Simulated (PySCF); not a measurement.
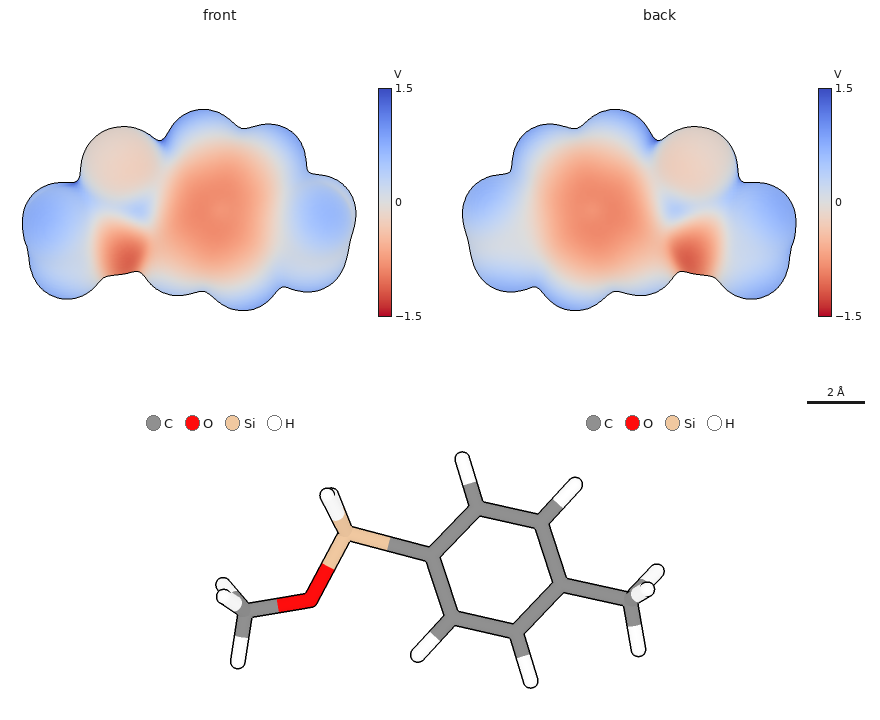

*C8H12OSi (SMILES CO[SiH2]c1ccc(C)cc1). The electrostatic potential painted on the density surface at 0.002 e/bohr³, seen from the front and from behind; the colour scale runs from red (negative) to blue (positive). The bare structure is drawn below in the same view.*

Geometry: GFN2-xTB.

All numbers below come from PySCF 2.14.0, PBE0/pcSseg-1, SCF density, gas phase, non-relativistic.

```
atom    x (Å)    y (Å)    z (Å)
   C   4.1720   0.8734   0.4335
   O   2.8183   0.5996   0.2601
  Si   2.1204  -0.8525   0.0678
   C   0.2955  -0.4393  -0.0568
   C  -0.6223  -1.4698  -0.2318
   C  -1.9771  -1.2180  -0.3157
   C  -2.4635   0.0821  -0.2271
   C  -3.9368   0.3473  -0.2988
   C  -1.5532   1.1158  -0.0564
   C  -0.1970   0.8581   0.0270
   H   4.5213   0.4949   1.3972
   H   4.3080   1.9553   0.4033
   H   4.7711   0.4138  -0.3561
   H   2.4024  -1.7357   1.2103
   H   2.6225  -1.5180  -1.1434
   H  -0.2625  -2.4863  -0.3028
   H  -2.6714  -2.0363  -0.4502
   H  -4.1354   1.4077  -0.4330
   H  -4.3869  -0.2029  -1.1233
   H  -4.4215   0.0216   0.6221
   H  -1.9115   2.1341   0.0128
   H   0.4972   1.6744   0.1595
```

Which sites attract a positive test charge, and which a negative one?

Answer. A positive charge is drawn to the negative regions and a negative charge to the positive ones. The most negative region (about −1.1 V, or −25 kcal/mol for a unit charge) lies over O2, the most positive (about +1.3 V, or +30 kcal/mol for a unit charge) over Si3. O2 is the likeliest acceptor of a hydrogen bond.

How polar is the molecule by this calculation?

Answer. Its dipole moment is 0.25 D.
